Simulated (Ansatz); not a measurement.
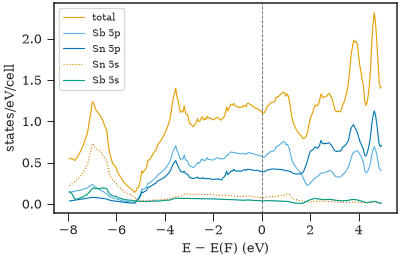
Figure: Total and projected density of states of SnSb (CsCl type, Pm-3m), PBEsol in the plane-wave PAW code Ansatz

Which orbitals carry the states next to the Fermi level?

Within 0.5 eV of the Fermi level: Sb 5p 51 %, Sn 5p 35 %, Sn 5s 7 %. Projections are on Löwdin-orthogonalised atomic valence shells; empty p or d shells of many metals are not among them.

Where is the tallest occupied peak in this window, and what makes it?

Near -3.5 eV, about 1.4 states/eV per cell; the largest projected share is Sb 5p.

The first step of the workflow began from a Materials Project structure, measured or hypothetical; the Crystallography Open Database copy checked does not list it. COD files the formula under space group No. 166, 225, so this cell is another polymorph or a model. Whether it is the stable phase at ambient conditions was not checked. Symmetry was held in the PBEsol relaxation; of distortions, only those at the zone centre were tested. Scalar-relativistic: spin–orbit coupling is off unless named, which matters more the heavier the elements.

Potentials: the later of the program's two PAW sets.
